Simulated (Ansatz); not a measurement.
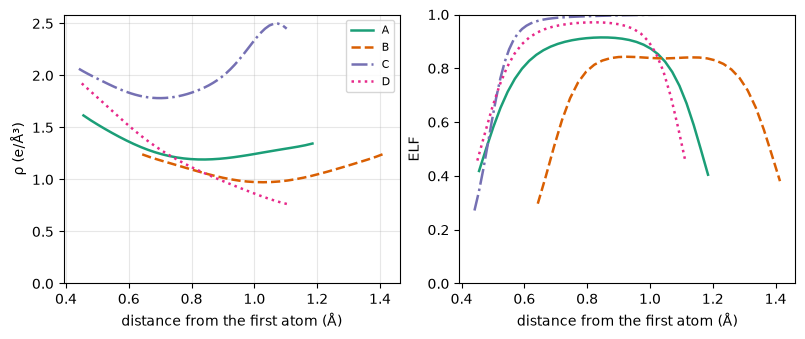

The picture shows: CH6S3Si. Total electron density and electron localisation function along straight lines between neighbouring atoms. The curves leave out the atomic cores.

These are results of Ansatz, RKS PBE0/def2-SVP, not measurements.

Input file:

```
crystal:
  periodic: [false, false, false]
  atoms:
    - { symbol: Si, position_ang: [-1.42, 0.4664, 0.9365] }
    - { symbol: C, position_ang: [0.1447, 0.8183, 0.0865] }
    - { symbol: S, position_ang: [1.4339, -0.1881, 0.819] }
    - { symbol: S, position_ang: [1.3426, -1.9924, -0.1189] }
    - { symbol: S, position_ang: [2.3621, -1.8249, -1.8574] }
    - { symbol: H, position_ang: [-1.3999, 0.8171, 2.38] }
    - { symbol: H, position_ang: [-2.483, 1.4013, 0.3478] }
    - { symbol: H, position_ang: [-1.8915, -0.8715, 0.7239] }
    - { symbol: H, position_ang: [0.106, 0.6626, -0.9497] }
    - { symbol: H, position_ang: [0.4339, 1.871, 0.2471] }
    - { symbol: H, position_ang: [1.4366, -1.2168, -2.5942] }
basis:
  gaussian: { orbitals: def2-SVP }
hamiltonian:
  xc: pbe0
relax:
  f_tol: 0.02
  max_steps: 50
output:
  orbitals: {}
```

Command:

```sh
ansatz run input.yaml --threads 2 --pin off --max-ram 3072MiB --backend cpu --events-out ev --progress --plain --runs-dir out
```

The fields are those of the relaxed geometry.

### Which curve belongs to which contact (C–H, C–S, C–Si and S–S)? The first atom named is at distance zero.

Curve A: C–S (1.82 Å): the density is about 1.2 e/Å³ at the midpoint; the ELF peaks at about 0.90 between the atoms, as expected for a shared electron pair. Curve B: S–S (2.06 Å): ρ at the midpoint is about 0.97 e/Å³; the ELF peaks at about 0.85 between the atoms; localised, covalent bonding. Curve C: C–H (1.10 Å): ρ is about 1.9 e/Å³ halfway; the ELF climbs to about 1 towards the hydrogen, as it does in any bond to H: an ordinary covalent bond to hydrogen. Curve D: C–Si (1.90 Å): ρ at the midpoint is about 0.93 e/Å³; the ELF peaks at about 1 between the atoms; a covalent bond.
